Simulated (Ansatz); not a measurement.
**B3LYP/6-31G(d) (spherical functions) run of BSiH4O2F (SMILES OB(F)O[SiH3])**

Aim: the energy change on altering one bond length of BSiH4O2F at B3LYP/6-31G* (spherical functions), from 2 runs. 

Program for the calculation: Ansatz 0.2.0.

129 further runs of the same task are left out: 1 that didn't finish, 128 set aside as unsound or not needed.

**1. Starting point**

The species is BSiH4O2F (9 atoms), meant as a singlet with charge 0. SMILES: `OB(F)O[SiH3]`. Geometry: relaxed at PBE0-D4/def2-TZVP. This is one conformer, not always the lowest.

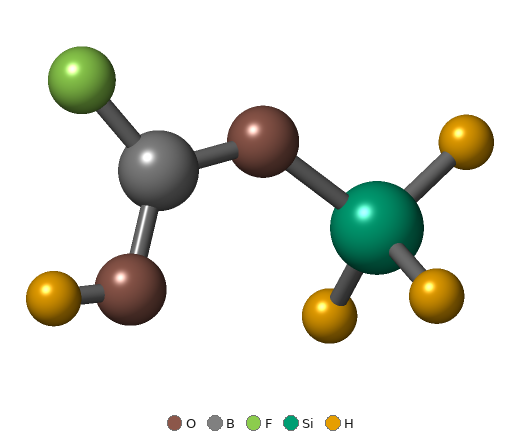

Viewed from a chosen angle; oxygen brown, boron grey, fluorine green, silicon teal, hydrogen amber.

**2. The energy at B3LYP/6-31G(d) (spherical functions)**

Input file molecule.yaml:

```yaml
crystal:
  periodic: [false, false, false]
  atoms:
    - {symbol: O, position_ang: [-1.614100, 0.556700, 0.394000]}
    - {symbol: B, position_ang: [-0.395400, 1.157100, 0.352700]}
    - {symbol: F, position_ang: [-0.277300, 2.450800, 0.657900]}
    - {symbol: O, position_ang: [0.708900, 0.466900, 0.006200]}
    - {symbol: Si, position_ang: [0.934200, -1.114900, -0.425000]}
    - {symbol: H, position_ang: [-2.322500, 1.149900, 0.654100]}
    - {symbol: H, position_ang: [2.381900, -1.273900, -0.690900]}
    - {symbol: H, position_ang: [0.154500, -1.427600, -1.647800]}
    - {symbol: H, position_ang: [0.518200, -2.011000, 0.681800]}
basis:
  gaussian:
    orbitals: 6-31G_st_-spherical.json
hamiltonian:
  xc: {name: B3LYP}
output: {orbitals: {seedname: orbitals}}
accuracy: high
```

The basis set 6-31G* is read from a file made from the Basis Set Exchange's data (not shown).

On the command line:

```bash
ansatz run molecule.yaml --threads 1 --pin off --max-ram 3480MiB --events-out events.jsonl --progress --plain --runs-dir runs
```

Log:

```text
Warning: RAYON_NUM_THREADS=1 ignored (pool sized by the plan → 1); use --threads N
Functional definition: B3LYP
  name "B3LYP"
  parameter a0 = 0.2
  parameter ax = 0.72
  parameter ac = 0.81
  exchange = (1 - a0 - ax)*slater_x + ax*b88_x + a0*exact_x
  correlation = (1 - ac)*vwn_rpa_c + ac*lyp_c
1877 factors; integrals over basis functions are off by at most 3.6e-9 eV
mean field evaluation 1: about -15427.9213 eV, gradient 6.6e1 eV
mean field evaluation 2: about -15418.7776 eV, gradient 9.7e1 eV
mean field evaluation 4: about -15434.8918 eV, gradient 4.0e0 eV
mean field evaluation 8: about -15435.1091 eV, gradient 5.4e-1 eV
mean field evaluation 16: about -15435.1096 eV, gradient 2.2e-5 eV
mean field -15435.10962590 eV, -567.2298164586 hartree, gradient 3.9e-8 eV, S^2 0.000000; 0 other end points of the search recorded, 0 dependent functions left out
reference -15435.10966467 eV, -567.2298178834 hartree; 24, 24 occupied and 58, 58 virtual orbitals, 1877 factors
Total energy: -15435.10966467 eV, -567.2298178834 hartree
```

It took 3.9 s on 1 thread of Intel Xeon 6975P-C (Granite Rapids), shared host; peak memory 0.29 GiB.

**3. The distorted shape at the same level**

Input file molecule.yaml:

```yaml
crystal:
  periodic: [false, false, false]
  atoms:
    - symbol: O
      position_ang: [-1.224272, 0.713041, 1.005366]
    - symbol: B
      position_ang: [-0.005572, 1.313441, 0.964066]
    - symbol: F
      position_ang: [0.112528, 2.607141, 1.269266]
    - symbol: O
      position_ang: [1.098728, 0.623241, 0.617566]
    - symbol: Si
      position_ang: [1.324028, -0.958559, 0.186366]
    - symbol: H
      position_ang: [-1.932672, 1.306241, 1.265466]
    - symbol: H
      position_ang: [2.771728, -1.117559, -0.079534]
    - symbol: H
      position_ang: [0.154500, -1.427600, -1.647800]
    - symbol: H
      position_ang: [0.908028, -1.854659, 1.293166]
basis:
  gaussian:
    orbitals: 6-31G_st_-spherical.json
hamiltonian:
  xc: {name: B3LYP}
accuracy: high
output:
  orbitals: {seedname: orbitals}
```

The basis set 6-31G* is read from a file made from the Basis Set Exchange's data (not shown).

On the command line:

```bash
ansatz run molecule.yaml --threads 1 --pin off --max-ram 3480MiB --events-out events.jsonl --progress --plain --runs-dir runs
```

Log:

```text
Warning: RAYON_NUM_THREADS=1 ignored (pool sized by the plan → 1); use --threads N
Functional definition: B3LYP
  name "B3LYP"
  parameter a0 = 0.2
  parameter ax = 0.72
  parameter ac = 0.81
  exchange = (1 - a0 - ax)*slater_x + ax*b88_x + a0*exact_x
  correlation = (1 - ac)*vwn_rpa_c + ac*lyp_c
1874 factors; integrals over basis functions are off by at most 3.6e-9 eV
mean field evaluation 1: about -15425.9921 eV, gradient 6.6e1 eV
mean field evaluation 2: about -15414.8543 eV, gradient 1.0e2 eV
mean field evaluation 4: about -15432.9387 eV, gradient 4.8e0 eV
mean field evaluation 8: about -15433.1526 eV, gradient 6.3e-1 eV
mean field evaluation 16: about -15433.1533 eV, gradient 3.6e-5 eV
mean field -15433.15331865 eV, -567.1579234932 hartree, gradient 4.0e-8 eV, S^2 0.000000; 0 other end points of the search recorded, 0 dependent functions left out
reference -15433.15335827 eV, -567.1579249493 hartree; 24, 24 occupied and 58, 58 virtual orbitals, 1874 factors
Total energy: -15433.15335827 eV, -567.1579249493 hartree
```

It took 3.9 s on 1 thread of Intel Xeon 6975P-C (Granite Rapids), shared host; peak memory 0.29 GiB.

**4. What came out**

Level: B3LYP/6-31G* (spherical functions).

| quantity | value |
| --- | --- |
| first shape: total energy | -567.22982 Eh |
| first shape: HOMO energy | -8.73 eV |
| first shape: LUMO energy | 0.36 eV |
| first shape: HOMO–LUMO gap | 9.09 eV |
| distorted shape: total energy | -567.15792 Eh |
| distorted shape: HOMO energy | -7.48 eV |
| distorted shape: LUMO energy | -1.13 eV |
| distorted shape: HOMO–LUMO gap | 6.35 eV |
| energy change with the Si5–H8 bond stretched from 1.484 to 2.225 Å | 1.956 eV |

What this shows: With the Si5–H8 bond stretched from 1.484 to 2.225 Å the energy rises by 1.96 eV (189 kJ/mol). The first shape isn't relaxed at this level, so the change isn't measured from a minimum.
